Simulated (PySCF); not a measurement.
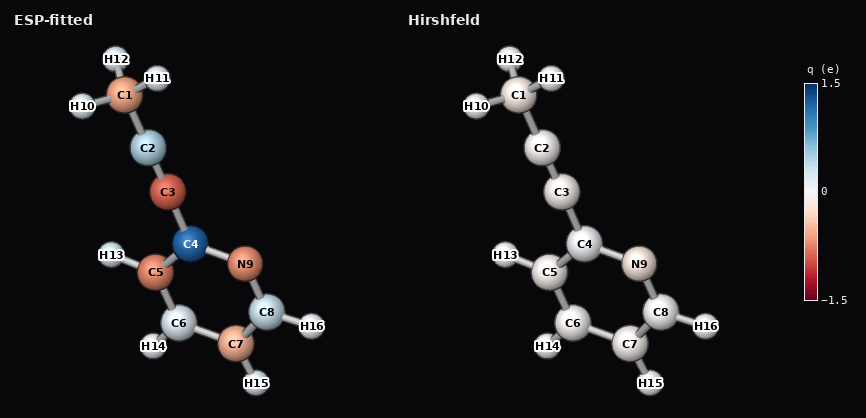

Atomic charges of one calculation by 2 schemes, on one colour scale. The computed structure is the end point of a GFN2-xTB optimisation. No frequency run is at hand to confirm it as a minimum. Computed with PBE0/pcSseg-1 (PySCF 2.14.0).

> Which scheme gives the most polar picture (largest mean size of the charges)?

The ESP-fitted charges are the largest in size here.

> On which atom do the schemes disagree most?

On C4 (from 0.06 to 1.19 e).

List the charges (e), one line for each set of equivalent atoms.

```
    atom  ESP-fitted  Hirshfeld
      C1       −0.58      −0.09
      C2        0.44      −0.03
      C3       −0.87      −0.07
      C4        1.19       0.06
      C5       −0.72      −0.05
      C6        0.19      −0.03
      C7       −0.51      −0.05
      C8        0.32       0.02
      N9       −0.68      −0.16
H10, H12        0.18       0.06
     H11        0.19       0.06
     H13        0.26       0.05
     H14        0.11       0.06
     H15        0.20       0.05
     H16        0.08       0.05
```
